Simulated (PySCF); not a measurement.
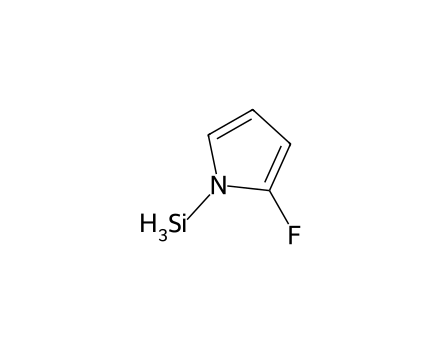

A structural formula.

Transcribe the drawing into SMILES.

Fc1cccn1[SiH3]

What is the molecular formula?

C4H6FNSi.

An optimisation with GFN2-xTB gave a structure of which point group?

Cs.

The parts below concern this one geometry. Atoms keep their numbers from picture to picture. Computed geometry: GFN2-xTB optimisation. No frequency run is at hand to confirm it as a minimum.

**Geometry**

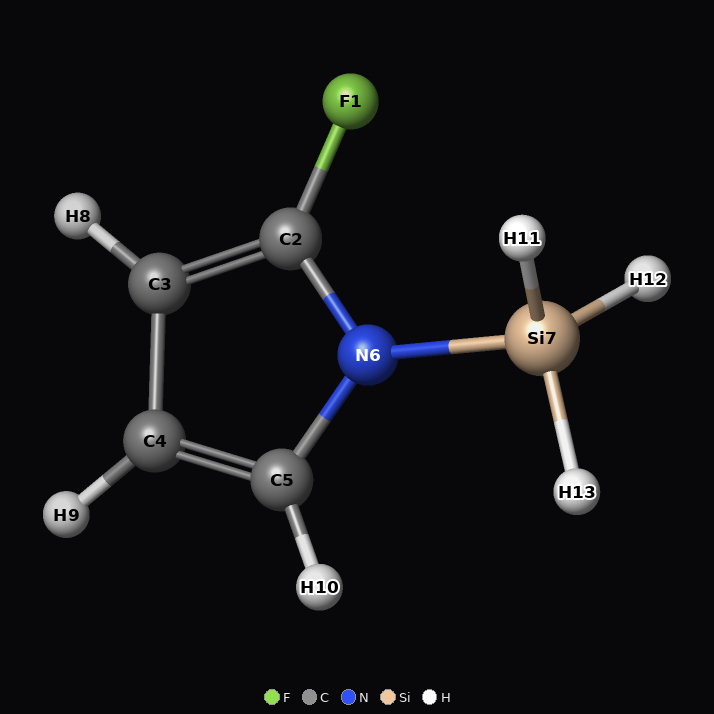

The atoms are numbered. No frequency run is at hand to confirm it as a minimum.

Describe the coordination of atom 5.

C5 has 3 neighbours (C4 at 1.36, N6 at 1.37, H10 at 1.07 Å); the arrangement is trigonal planar.

How are the neighbours of atom 7 arranged?

Si7 has 4 neighbours (N6 at 1.76, H11 at 1.46, H12 at 1.46, H13 at 1.46 Å); the arrangement is tetrahedral.

Describe the coordination of atom 3.

C3 has 3 neighbours (C2 at 1.36, C4 at 1.42, H8 at 1.07 Å); the arrangement is trigonal planar.

How are the neighbours of atom 2 arranged?

C2 has 3 neighbours (F1 at 1.34, C3 at 1.36, N6 at 1.36 Å); the arrangement is trigonal planar.

What is the dihedral angle C2–C3–C4–C5?

0° in size, that is syn (eclipsed).

**Electronic properties**

No frequency run is at hand to confirm it as a minimum. Method: PBE0/pcSseg-1, gas phase (PySCF 2.14.0).

Estimate the HOMO–LUMO gap.

6.35 eV.

What is the dipole moment?

1.82 D.

What is the HOMO energy (Kohn–Sham orbital)?

−6.18 eV.

**NMR shielding**

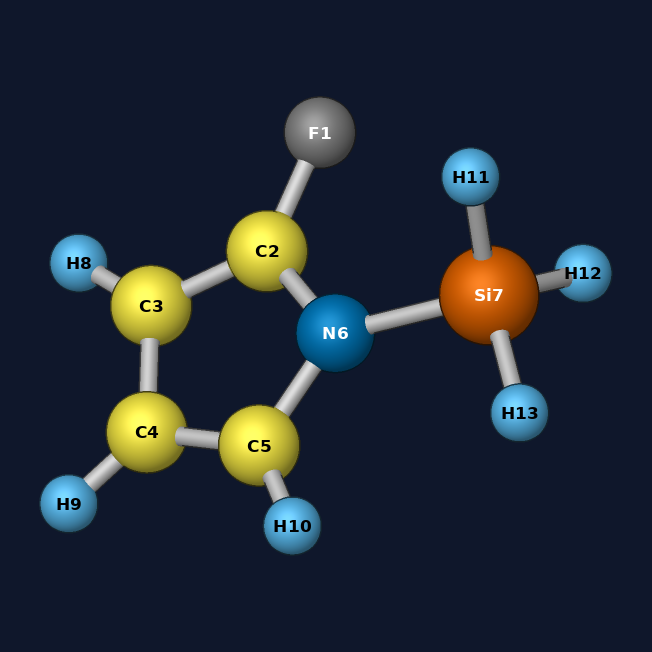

No frequency run is at hand to confirm it as a minimum. Method: GIAO PBE0/pcSseg-1 NMR shielding, non-relativistic, gas phase (PySCF 2.14.0). Principal shieldings σ11 ≤ σ22 ≤ σ33, span Ω = σ33 − σ11, skew κ = 3(σiso − σ22)/Ω.

Give the shielding tensors of the Si atoms.

```csv
atom,σ11,σ22,σ33,σiso,Ω,κ
Si7,379.9,386.1,445.6,403.9,65.7,0.81
```

Shieldings and span in ppm.

**Ring current**

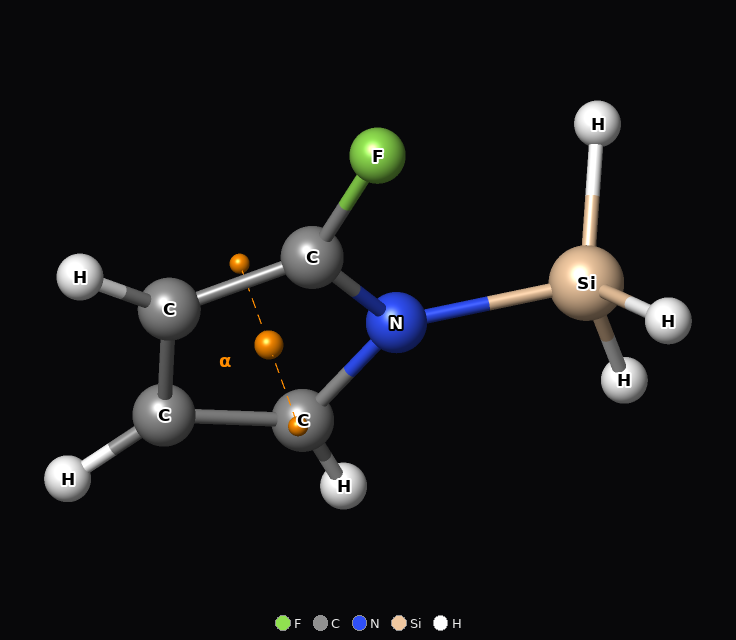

The small points mark where nucleus-independent chemical shifts (NICS) were computed: at the centre of each lettered ring and 1 Å above and below it. No frequency run is at hand to confirm it as a minimum. Level of theory: GIAO PBE0/pcSseg-1 NMR shielding, non-relativistic, gas phase (PySCF 2.14.0).

Give NICS(0), NICS(1) and the out-of-plane component NICS(1)zz for each ring (means of the two sides).

```csv
ring,members,NICS(0),NICS(1),NICS(1)zz
α,C4N,−14.0,−10.1,−26.1
```

Values in ppm.

What do the values say about the ring currents?

Ring α: diatropic, as in an aromatic ring. NICS is one index among several.

The geometry is semi-empirical. Around Si such bond lengths and angles can be off by a tenth of an ångström or more and by several degrees, and values that hang on the shape move with them.
